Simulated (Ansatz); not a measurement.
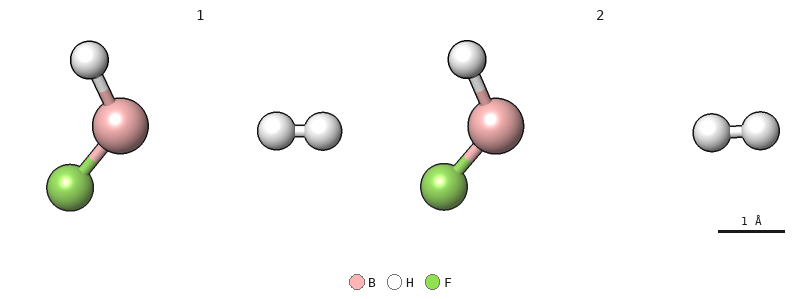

Two geometries of BH3F (multiplicity 2), drawn at one scale. One is the start of a relaxation, the other its converged end. A ball-and-stick model, seen at a tilt.

Level of theory: UKS PBE0/def2-mTZVP in Ansatz 0.2.0. Set-up: collinear spin; force threshold 0.03 eV/Å; at most 50 steps.

> Which geometry has the lower energy?

Structure 2 is the relaxed one. The run prepares an end point of a later path (reaction) calculation, from a guessed geometry. The energy falls by 0.083 eV in 6 accepted moves (7 points after the start). Largest force component: 1.6 eV/Å at the start, 0.0032 eV/Å at the end. The line search rejected the trial step at point 3 of the run. The atom that moves furthest after the best rigid fit is an H atom (0.58 Å). Largest moves by element: H 0.58 Å, F 0.40 Å, B 0.38 Å. Among the contacts that change: H–H 0.712 → 0.745 Å. The run took 7.6 s on 1 thread of AMD EPYC 7R43 64-Core Processor (Zen 3) (shared host), peak memory 0.13 GiB.

Limits of the set-up: the start holds two separate molecules, 2.4 Å apart at their closest, whose relative position is a soft coordinate and is computed without a dispersion correction.
